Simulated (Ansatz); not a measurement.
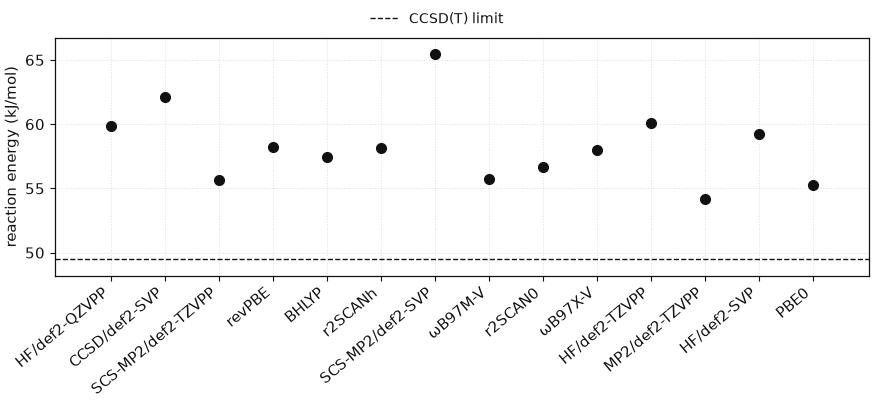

Electronic reaction energy of TiH₂O₂F₂ ([OH][Ti]([OH])([F])[F]) + NH₃ (N) → TiNH₃OF₂ ([NH2][Ti]([OH])([F])[F]) + H₂O (O) (SMILES in brackets) at several levels (functionals in def2-TZVPP unless a basis is named), isolated molecules at PBE0-D4 triple-zeta geometries, minima by their frequencies, no zero-point or thermal terms, the Ansatz code. The line is frozen-core CCSD(T) at the basis limit (MP2 extrapolated from triple and quadruple zeta, plus CCSD(T) less MP2 in a smaller set). No dispersion term is added to revPBE, BHLYP, r2SCANh, r2SCAN0 and PBE0. The distance of CCSD/def2-SVP, SCS-MP2/def2-TZVPP, SCS-MP2/def2-SVP, MP2/def2-TZVPP and HF/def2-SVP to the limit includes basis error. The limit lies 4.4 kJ/mol from CCSD(T)/def2-TZVPP, so the line itself is uncertain by a part of that.

### What range do the values span, the line included?

From 49.5 kJ/mol (CCSD(T) limit) to 65.5 kJ/mol (SCS-MP2/def2-SVP).

### Which level comes closest to the line (CCSD(T) limit), and which misses most?

Closest MP2/def2-TZVPP (54.2 kJ/mol), against 49.5 kJ/mol; farthest SCS-MP2/def2-SVP (65.5 kJ/mol).

Known limits of this run: no scalar relativity up to krypton; outer-core shells are correlated without core-valence functions, which makes the correlated values less sure.
